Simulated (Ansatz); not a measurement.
# PBE0/cc-pVTZ run of NF3 (nitrogen trifluoride)

What is the electronic atomisation energy of NF3 (nitrogen trifluoride) at PBE0/cc-pVTZ? 

The results are computed with Ansatz 0.2.0.

22 further runs of the same task are left out: 22 set aside as unsound or not needed.

## 1. The system as given

NF3: 4 atoms, total charge 0, spin state singlet. As SMILES, `FN(F)F`. The coordinates come from a PBE0-D4/def2-TZVP relaxation.

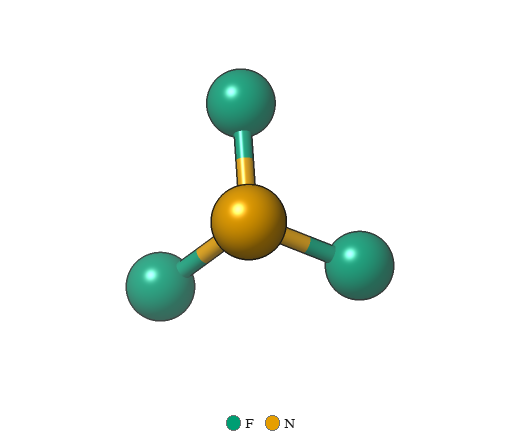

The structure, seen from a chosen angle (fluorine teal, nitrogen amber).

## 2. The energy at PBE0/cc-pVTZ

File in.yaml:

```yaml
crystal:
  periodic: [false, false, false]
  atoms:
    - {symbol: F, position_ang: [0.614010, 0.000340, 1.066930]}
    - {symbol: N, position_ang: [0.353420, -0.074150, -0.266250]}
    - {symbol: F, position_ang: [-0.636280, -1.006490, -0.312240]}
    - {symbol: F, position_ang: [-0.331150, 1.080310, -0.488440]}
basis:
  gaussian:
    orbitals: cc-pVTZ
output: {orbitals: {seedname: orbitals}}
hamiltonian:
  xc: {name: PBE0}
accuracy: high
```

On the command line:

```console
ansatz run in.yaml --threads 1 --pin off --max-ram 3480MiB --events-out events.jsonl --progress --plain --runs-dir runs
```

The log of the run:

```text
Warning: RAYON_NUM_THREADS=1 ignored (pool sized by the plan → 1); use --threads N
Functional definition: PBE0
  name "PBE0"
  parameter a = 0.25
  parameter kappa = 0.804
  parameter beta = 0.06672455060314922
  exchange = (1 - a)*pbe_x(kappa = kappa, mu = beta*pi^2/3) + a*exact_x
  correlation = pbe_c(beta = beta)
2075 factors; integrals over basis functions are off by at most 3.4e-9 eV
mean field evaluation 1: about -9627.1329 eV, gradient 4.2e1 eV
mean field evaluation 2: about -9622.0992 eV, gradient 7.5e1 eV
mean field evaluation 4: about -9629.4690 eV, gradient 9.6e-1 eV
mean field evaluation 8: about -9629.6562 eV, gradient 2.9e-2 eV
mean field evaluation 16: about -9629.6562 eV, gradient 3.3e-6 eV
mean field -9629.65622799 eV, -353.8833391633 hartree, gradient 1.8e-8 eV, S^2 0.000000; 0 other end points of the search recorded, 0 dependent functions left out
reference -9629.65622883 eV, -353.8833391940 hartree; 17, 17 occupied and 103, 103 virtual orbitals, 2075 factors
Total energy: -9629.65622883 eV, -353.8833391940 hartree
```

Run time: 3.6 s. Hardware: 1 thread of Intel Xeon 6975P-C (Granite Rapids), shared host; peak memory 0.38 GiB.

## 3. The F atom, same level

File job.yaml:

```yaml
crystal:
  periodic: [false, false, false]
  atoms:
    - symbol: F
      position_ang: [0.000000, 0.000000, 0.000000]
basis:
  gaussian:
    orbitals: cc-pVTZ
magnetization:
  spin_polarized: true
  initial_magnetization: 1
hamiltonian:
  xc: pbe0
total_charge: 0
accuracy: high
```

Run the same way, it converges to -99.66904 Eh (log not shown).

## 4. The N atom at the same level

File input.yaml:

```yaml
crystal:
  periodic: [false, false, false]
  atoms:
    - {symbol: N, position_ang: [0.000000, 0.000000, 0.000000]}
basis:
  gaussian: {orbitals: cc-pVTZ}
magnetization: {spin_polarized: true, initial_magnetization: 3}
hamiltonian: {xc: {name: PBE0}}
accuracy: high
```

On the command line:

```console
ansatz run input.yaml --threads 1 --pin off --max-ram 3480MiB --events-out events.jsonl --progress --plain --runs-dir runs
```

The log of the run:

```text
Warning: RAYON_NUM_THREADS=1 ignored (pool sized by the plan → 1); use --threads N
[... 7 set-up lines as earlier in the session ...]
299 factors; integrals over basis functions are off by at most 2.3e-9 eV
mean field evaluation 1: about -1484.0299 eV, gradient 5.8e0 eV
mean field evaluation 2: about -1484.1149 eV, gradient 3.1e0 eV
mean field evaluation 4: about -1484.1525 eV, gradient 1.4e-1 eV
mean field evaluation 8: about -1484.1526 eV, gradient 1.1e-3 eV
mean field -1484.15258776 eV, -54.5416016053 hartree, gradient 9.6e-8 eV, S^2 3.752385; 0 other end points of the search recorded, 0 dependent functions left out
reference -1484.15258870 eV, -54.5416016399 hartree; 5, 2 occupied and 25, 28 virtual orbitals, 299 factors
Total energy: -1484.15258870 eV, -54.5416016399 hartree
```

Run time: 0.24 s. Hardware: 1 thread of Intel Xeon 6975P-C (Granite Rapids), shared host.

## 5. Results

Level: PBE0/cc-pVTZ.

| quantity | value |
| --- | --- |
| molecule: total energy | -353.88334 Eh |
| molecule: HOMO energy | -10.09 eV |
| molecule: LUMO energy | 1.04 eV |
| molecule: HOMO–LUMO gap | 11.12 eV |
| F atom: total energy | -99.66904 Eh |
| F atom: ⟨S²⟩ | 0.752 |
| N atom: total energy | -54.54160 Eh |
| N atom: ⟨S²⟩ | 3.752 |
| electronic atomisation energy | 9.105 eV |

Taking the molecule apart into free atoms costs 9.11 eV (210 kcal/mol), before zero-point energy and without spin-orbit coupling.
